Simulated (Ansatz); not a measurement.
Band structure of CaS (Fm-3m, 2 atoms in the cell).

```
CaS
1.0
    0.00000     2.85237     2.85237
    2.85237     0.00000     2.85237
    2.85237     2.85237     0.00000
Ca S
1 1
Direct
  0.00000   0.00000   0.00000
  0.50000   0.50000   0.50000
```

Method: PBEsol, PAW files made with PBE (plane waves; Ansatz, a program for electronic structure).

Settings: kpoints.mp_grid.grid = 8 8 8; hamiltonian.xc = pbesol; hamiltonian.pseudopotentials = {kind: paw} (the program's default PAW files); scf.occupations.method = fixed; kpoints.band_path.npoints = 8.

The starting cell comes from a database of computed structures (which also holds hypothetical and non-ambient phases and stackings), without a prior relaxation at this level.

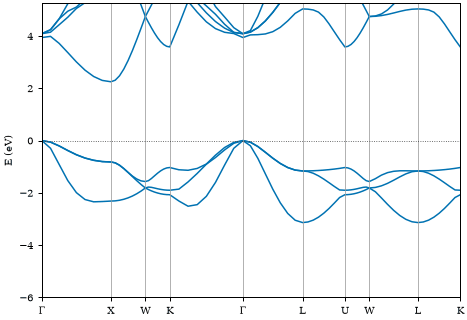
*Bands along the path, energies from the top of the valence band on the path.*

### Question
Read off roughly the gap and where its edges lie.

### Answer
The gap along the path is about 2.2 eV (computed: 2.25 eV), from Γ to X; the smallest direct gap on it is 3.07 eV.

Levels in eV from the top of the valence band on the path, bands 5 to 11:
| point | 5 | 6 | 7 | 8 | 9 | 10 | 11 |
|---|---|---|---|---|---|---|---|
| Γ | -11.31 | 0.00 | 0.00 | 0.00 | 3.94 | 4.09 | 4.09 |
| X | -10.68 | -2.31 | -0.82 | -0.82 | 2.25 | 5.56 | 5.86 |
| W | -10.56 | -1.81 | -1.81 | -1.57 | 4.74 | 4.74 | 5.91 |
| K | -10.58 | -2.07 | -1.90 | -1.03 | 3.58 | 6.25 | 6.35 |
| L | -10.49 | -3.14 | -1.16 | -1.16 | 5.04 | 6.00 | 6.15 |
| U | -10.58 | -2.07 | -1.90 | -1.03 | 3.58 | 6.25 | 6.35 |

Keys are those of Ansatz 0.2.
